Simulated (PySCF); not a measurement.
# F3H2InS (In(H2S)F3): what the fields show

The calculation's input:

```
{"job": {"kind": "uv", "xc": "B3LYP", "basis": "def2-SVPD", "ip": true, "nstates": 10}, "charge": 0, "multiplicity": 1}
In     0.510835    -0.023511    -0.943460
S     -0.056326    -0.086181     1.705391
H     -0.781582     1.007019     1.355020
H     -1.045449    -0.950094     1.370395
F      2.419641    -0.046874    -1.305230
F     -0.439253     1.696647    -0.921266
F     -0.607876    -1.596995    -1.260850
```

Run with:

```sh
OMP_NUM_THREADS=1 python probes_run.py task.json out
```

Geometry: PBE0-D3(BJ)/def2-SVP; core potentials replace the inner electrons of In.

Method: B3LYP/def2-SVPD, SCF density, gas phase, scalar-relativistic core potentials on the heavy atoms (PySCF).

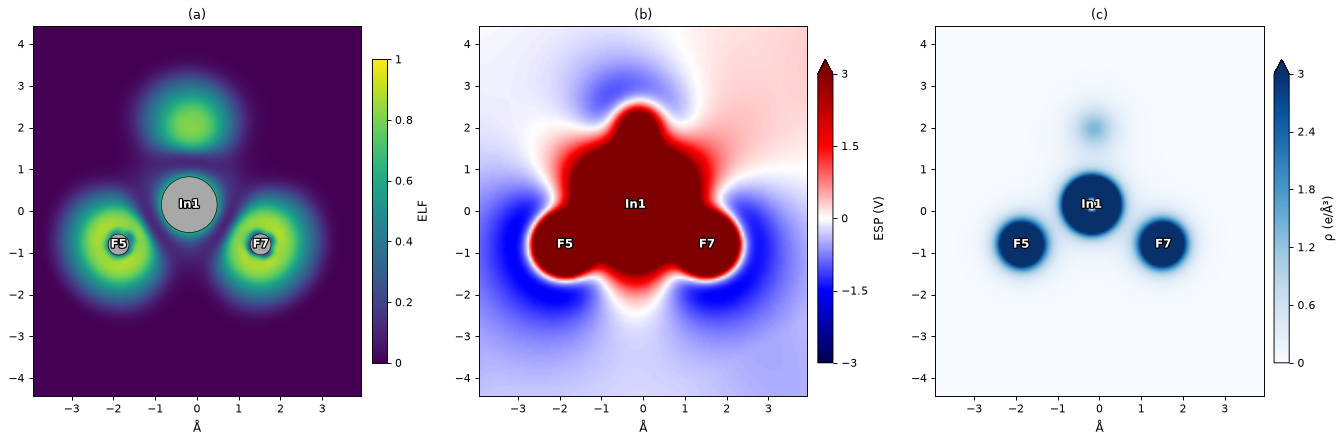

Figure 1. (a) electron localisation function; (b) molecular electrostatic potential; (c) electron density on the plane of atoms F5, In1 and F7. Grey discs cover the atomic cores in the ELF map.

Q: Interpret the plot.

A:
- The section cuts through In and F sites.
- In–F (1.94 Å): the density is about 0.74 e/Å³ at the midpoint; the ELF peaks at about 0.80 in the valence shell of F, 0.6 Å from its nucleus, and drops to about 0.10 between the two atoms.
- The ELF also peaks beside F5 and F7, away from the bonds: lone-pair regions.
- Outside the dense part of the molecule the potential is most negative (−1.6 V) near F5.

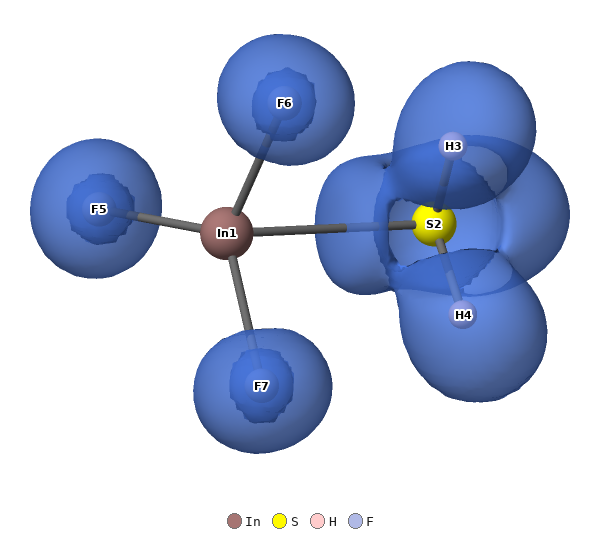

Figure 2. Isosurface of the electron localisation function at 0.75 (blue), seen across its widest extent. Core shells and regions of very low density are left out.

Q: Where are the electrons localised?

A: The ELF exceeds this value in three regions wrapped around F (the valence shell of each) and one joined region spread over several atoms (H, S), in which their bonds and any lone pairs are merged. Along the contacts the grid gives the following. In–S (2.71 Å): the ELF peaks at about 0.90 in the valence shell of S, 0.9 Å from its nucleus, and drops to about 0.15 between the two atoms.

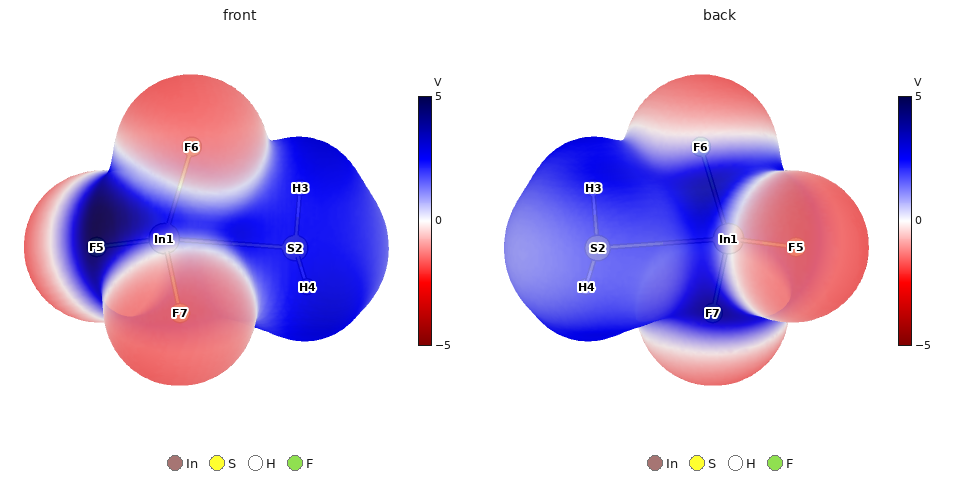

Figure 3. The molecular electrostatic potential painted on the density surface at 0.004 e/bohr³, seen from the front and from behind; red is negative and blue positive.

Q: Where is the surface potential most negative and most positive?

A: The most negative region (about −1.5 V) lies over F5, F6 and F7, the most positive (about +4.8 V) over In1.

Q: What dipole moment does the calculation give?

A: Its dipole moment is 4.14 D.
